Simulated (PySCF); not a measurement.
**[NH4]+ (ammonium): PBE/def2-TZVPP**

What is the vertical singlet–triplet gap of [NH4]+ (ammonium) at PBE/def2-TZVPP? 

Program for the calculation: PySCF 2.14.0.

3 further runs of the same task are left out: 1 that didn't finish, 2 set aside as unsound or not needed.

## 1. The molecule

The species is [NH4]+ (5 atoms), meant as a singlet with charge +1. SMILES: `[NH4+]`. Geometry: relaxed at PBE0-D4/def2-TZVP.

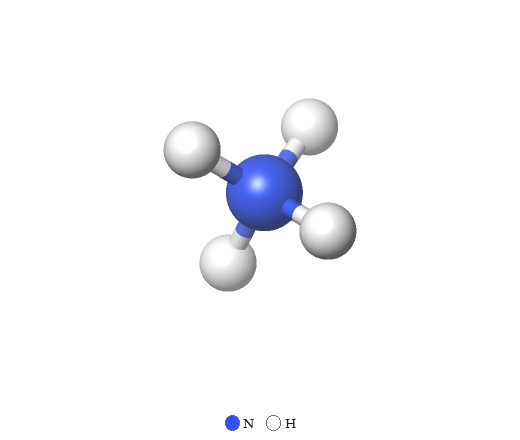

The structure, seen from a chosen angle (nitrogen blue, hydrogen white).

## 2. The energy at PBE/def2-TZVPP

The input, input.xyz:

```xyz
5
H4N
N      0.000010     0.000010     0.000000
H      0.453330    -0.447860     0.801010
H     -0.972430     0.216180     0.235210
H      0.023940    -0.633460    -0.803650
H      0.495160     0.865130    -0.232580
```

The input, run.py:

```python
from pyscf import gto, dft

mol = gto.M(
    atom='input.xyz',
    charge=1,
    spin=0,
    basis='def2-tzvpp',
    verbose=3,
    max_memory=1860,
)

mf = dft.RKS(mol)
mf.xc = 'pbe'
mf.conv_tol = 1e-10
mf.grids.level = 5
mf.kernel()
if not mf.converged:
    mf = mf.newton().run(mf.mo_coeff, mf.mo_occ)

energy = mf.e_tot
print(f'total energy: {energy:.8f} hartree')
```

The run is started by

```console
$ OMP_NUM_THREADS=1 python run.py
```

Standard output:

```text
converged SCF energy = -56.8486987647724
total energy: -56.84869876 hartree
```

Run time: 9.3 s. Hardware: 1 thread of Arm Neoverse N1, shared host; peak memory 0.4 GiB.

## 3. The triplet, same level

The input, geometry.xyz:

```xyz
5
H4N
N      0.000010     0.000010     0.000000
H      0.453330    -0.447860     0.801010
H     -0.972430     0.216180     0.235210
H      0.023940    -0.633460    -0.803650
H      0.495160     0.865130    -0.232580
```

The input, run.py:

```python
from pyscf import gto, dft

mol = gto.Mole()
mol.atom = 'geometry.xyz'
mol.max_memory = 1860
mol.charge = 1
mol.basis = 'def2-tzvpp'
mol.spin = 2
mol.verbose = 4
mol.build()

calc0 = dft.UKS(mol)
calc0.xc = 'pbe'
calc0.conv_tol = 1e-10
calc0.grids.level = 5
calc0.kernel()
if not calc0.converged:
    calc0 = calc0.newton().run(calc0.mo_coeff, calc0.mo_occ)

e_tot = calc0.e_tot
print('E(%s) = %.9f' % ('PBE', e_tot))
```

The run is started by

```console
$ OMP_NUM_THREADS=1 python run.py
```

Standard output:

```text
PySCF version 2.14.0

[INPUT] num. atoms = 5
[INPUT] num. electrons = 10
[INPUT] charge = 1
[INPUT] spin (= nelec alpha-beta = 2S) = 2
[INPUT] symmetry False subgroup None
[INPUT] Mole.unit = angstrom
[INPUT] Symbol           X                Y                Z      unit          X                Y                Z       unit  Magmom
[INPUT]  1 N      0.000010000000   0.000010000000   0.000000000000 AA    0.000018897261   0.000018897261   0.000000000000 Bohr   0.0
[INPUT]  2 H      0.453330000000  -0.447860000000   0.801010000000 AA    0.856669544049  -0.846332742148   1.513689523038 Bohr   0.0
[INPUT]  3 H     -0.972430000000   0.216180000000   0.235210000000 AA   -1.837626375311   0.408520993608   0.444482481759 Bohr   0.0
[INPUT]  4 H      0.023940000000  -0.633460000000  -0.803650000000 AA    0.045240043422  -1.197065910867  -1.518678400007 Bohr   0.0
[INPUT]  5 H      0.495160000000   0.865130000000  -0.232580000000 AA    0.935716787840   1.634858762145  -0.439512502051 Bohr   0.0

nuclear repulsion = 16.375270085821
number of shells = 35
number of NR pGTOs = 110
number of NR cGTOs = 87
basis = def2-tzvpp
ecp = {}

******** <class 'pyscf.dft.uks.UKS'> ********
method = UKS
initial guess = minao
damping factor = 0
level_shift factor = 0
DIIS = <class 'pyscf.scf.diis.CDIIS'>
diis_start_cycle = 1
diis_space = 8
diis_damp = 0
SCF conv_tol = 1e-10
SCF conv_tol_grad = None
SCF max_cycles = 50
direct_scf = True
direct_scf_tol = 1e-13
number electrons alpha = 6  beta = 4
XC library pyscf.dft.libxc version 7.0.0
    S. Lehtola, C. Steigemann, M. J.T. Oliveira, and M. A.L. Marques.,  SoftwareX 7, 1–5 (2018)
XC functionals = pbe
    J. P. Perdew, K. Burke, and M. Ernzerhof.,  Phys. Rev. Lett. 77, 3865 (1996)
    J. P. Perdew, K. Burke, and M. Ernzerhof.,  Phys. Rev. Lett. 78, 1396 (1997)
    J. P. Perdew, K. Burke, and M. Ernzerhof.,  Phys. Rev. Lett. 77, 3865 (1996)
    J. P. Perdew, K. Burke, and M. Ernzerhof.,  Phys. Rev. Lett. 78, 1396 (1997)
radial grids:
    Treutler-Ahlrichs [JCP 102, 346 (1995); DOI:10.1063/1.469408] (M4) radial grids

becke partition: Becke, JCP 88, 2547 (1988); DOI:10.1063/1.454033
pruning grids: <function nwchem_prune>
grids dens level: 5
symmetrized grids: False
atomic radii adjust function: <function treutler_atomic_radii_adjust>
small_rho_cutoff = 0
Set gradient conv threshold to 1e-05
tot grids = 136280
init E= -57.0644736490261
[... the frontier-level lines of each cycle are left out ...]



cycle= 1 E= -56.2780678466388  delta_E= 0.786  |g|= 0.242  |ddm|= 7.63


cycle= 2 E= -56.2404721257491  delta_E= 0.0376  |g|= 0.378  |ddm|= 6.09


cycle= 3 E= -56.3145467133045  delta_E= -0.0741  |g|= 0.113  |ddm|= 1.59


cycle= 4 E= -56.320761590479  delta_E= -0.00621  |g|= 0.0663  |ddm|= 0.818


cycle= 5 E= -56.3226932732658  delta_E= -0.00193  |g|= 0.0403  |ddm|= 0.444


cycle= 6 E= -56.3238204966643  delta_E= -0.00113  |g|= 0.0104  |ddm|= 0.246


cycle= 7 E= -56.3239226198903  delta_E= -0.000102  |g|= 0.00481  |ddm|= 0.0612


cycle= 8 E= -56.3239361318385  delta_E= -1.35e-05  |g|= 0.00396  |ddm|= 0.0201


cycle= 9 E= -56.3239500947479  delta_E= -1.4e-05  |g|= 0.00491  |ddm|= 0.0245


cycle= 10 E= -56.3239254361961  delta_E= 2.47e-05  |g|= 0.00453  |ddm|= 0.042


cycle= 11 E= -56.323893744933  delta_E= 3.17e-05  |g|= 0.00339  |ddm|= 0.0723


cycle= 12 E= -56.3238793462084  delta_E= 1.44e-05  |g|= 0.00288  |ddm|= 0.0582


cycle= 13 E= -56.3238840826215  delta_E= -4.74e-06  |g|= 0.00214  |ddm|= 0.0377


cycle= 14 E= -56.3238861027627  delta_E= -2.02e-06  |g|= 0.00156  |ddm|= 0.0471


cycle= 15 E= -56.3238944985824  delta_E= -8.4e-06  |g|= 0.0012  |ddm|= 0.0607


cycle= 16 E= -56.3239062962693  delta_E= -1.18e-05  |g|= 0.00141  |ddm|= 0.0777


cycle= 17 E= -56.3239055140157  delta_E= 7.82e-07  |g|= 0.0012  |ddm|= 0.027


cycle= 18 E= -56.3239221672444  delta_E= -1.67e-05  |g|= 0.00226  |ddm|= 0.212


cycle= 19 E= -56.3239221159015  delta_E= 5.13e-08  |g|= 0.00182  |ddm|= 0.0207


cycle= 20 E= -56.3239218898276  delta_E= 2.26e-07  |g|= 0.00217  |ddm|= 0.0558


cycle= 21 E= -56.3239219170218  delta_E= -2.72e-08  |g|= 0.000791  |ddm|= 0.145


cycle= 22 E= -56.3239228179867  delta_E= -9.01e-07  |g|= 0.000404  |ddm|= 0.0501


cycle= 23 E= -56.3239231500068  delta_E= -3.32e-07  |g|= 0.000664  |ddm|= 0.0726


cycle= 24 E= -56.32392362476  delta_E= -4.75e-07  |g|= 0.000435  |ddm|= 0.0148


cycle= 25 E= -56.3239239259476  delta_E= -3.01e-07  |g|= 0.000307  |ddm|= 0.0111


cycle= 26 E= -56.323923917261  delta_E= 8.69e-09  |g|= 0.000229  |ddm|= 0.0156


cycle= 27 E= -56.3239239326637  delta_E= -1.54e-08  |g|= 0.000272  |ddm|= 0.00146


cycle= 28 E= -56.3239240668819  delta_E= -1.34e-07  |g|= 0.000245  |ddm|= 0.00505


cycle= 29 E= -56.3239242170695  delta_E= -1.5e-07  |g|= 0.000302  |ddm|= 0.0118


cycle= 30 E= -56.3239239073798  delta_E= 3.1e-07  |g|= 0.000298  |ddm|= 0.0137


cycle= 31 E= -56.3239237521524  delta_E= 1.55e-07  |g|= 0.000249  |ddm|= 0.00595


cycle= 32 E= -56.3239241156914  delta_E= -3.64e-07  |g|= 0.000297  |ddm|= 0.0119


cycle= 33 E= -56.323922945073  delta_E= 1.17e-06  |g|= 0.000357  |ddm|= 0.0417


cycle= 34 E= -56.3239233012919  delta_E= -3.56e-07  |g|= 0.000217  |ddm|= 0.0114


cycle= 35 E= -56.3239234891573  delta_E= -1.88e-07  |g|= 0.000205  |ddm|= 0.0173


cycle= 36 E= -56.3239233238278  delta_E= 1.65e-07  |g|= 0.000122  |ddm|= 0.0138


cycle= 37 E= -56.3239233028081  delta_E= 2.1e-08  |g|= 4.72e-05  |ddm|= 0.012


cycle= 38 E= -56.3239232926265  delta_E= 1.02e-08  |g|= 1.76e-05  |ddm|= 0.00403


cycle= 39 E= -56.3239232918459  delta_E= 7.81e-10  |g|= 6.02e-06  |ddm|= 0.00192


cycle= 40 E= -56.3239232919312  delta_E= -8.53e-11  |g|= 3.76e-06  |ddm|= 0.000178


Extra cycle  E= -56.323923291925  delta_E= 6.21e-12  |g|= 5.21e-06  |ddm|= 4.68e-05
converged SCF energy = -56.323923291925  <S^2> = 2.0021691  2S+1 = 3.0014457
E(PBE) = -56.323923292
```

Run time: 61 s. Hardware: 1 thread of Arm Neoverse N1, shared host; peak memory 0.42 GiB.

## 4. What came out

At PBE/def2-TZVPP:

| quantity | value |
| --- | --- |
| singlet: total energy | -56.84870 Eh |
| singlet: HOMO energy | -21.01 eV |
| singlet: LUMO energy | -6.78 eV |
| singlet: HOMO–LUMO gap | 14.24 eV |
| triplet: total energy | -56.32392 Eh |
| triplet: HOMO energy (highest over α and β) | -9.09 eV |
| triplet: ⟨S²⟩ | 2.002 |
| vertical energy of the triplet above the singlet | 14.280 eV |

In words: At this shape the triplet lies 14.28 eV (1378 kJ/mol) above the singlet. Mulliken charges (singlet) run from -0.09 on N1 to +0.27 on H2. Mulliken charges (triplet) run from +0.02 on H4 to +0.73 on N1.
